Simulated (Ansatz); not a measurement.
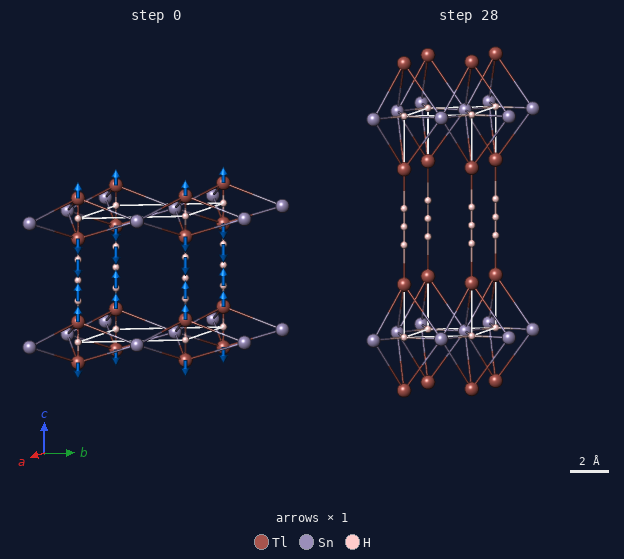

The structure of a crystal of Tl$_{2}$SnH$_{4}$ (a generated structure, set up in P-6m2) (coarse preliminary run) before (left) and after (right) a relaxation, at one scale. The blue arrows give the displacements (the part carried along by the change of the cell is left out), at their true length.

The picture is a ball-and-stick view of the cell of the calculation, seen slightly off an axis.

Method: Ansatz, DFT PBE, scalar-relativistic, plane waves, PAW. Settings: plane-wave cutoff 420 eV; k-point mesh 3 × 3 × 4; occupations gaussian; smearing width 0.1 eV; no spin polarisation; cell and atoms relaxed; force threshold 0.04 eV/Å; at most 70 steps.

Q: What changed between the two?

A: The energy falls by 5204 meV per atom in 24 accepted moves (28 points after the start). The largest force component goes from 34 to 0.0023 eV/Å. Pressure: 51.44 GPa at the start and 0.01 GPa at the end. The line search rejected the trial step at point 22 of the run. At 3 points the geometry stayed and the basis and grid were re-selected for the new cell (energy shift of 68.7 meV per atom at most each time). The largest moves relative to the cell, 1.01 Å, are those of H atoms. Largest moves by element: H 1.01 Å, Tl 0.90 Å. Sn stays in place. Cell: a = b 5.831 → 3.672 Å (−37.0 %), c 6.675 → 11.932 Å (+78.8 %). Volume −29.1 %. Near-neighbour distances that change, for instance: Tl–Tl 2.189 → 5.712 Å, H–Tl 1.095 → 2.856 Å, H–Sn 3.367 → 2.120 Å, H–Tl 1.127 → 2.128 Å. Bonds break: H–Tl (1.09 → 2.86 Å), Tl–Tl (2.19 → 5.71 Å). The space group stays P-6m2 (No. 187).
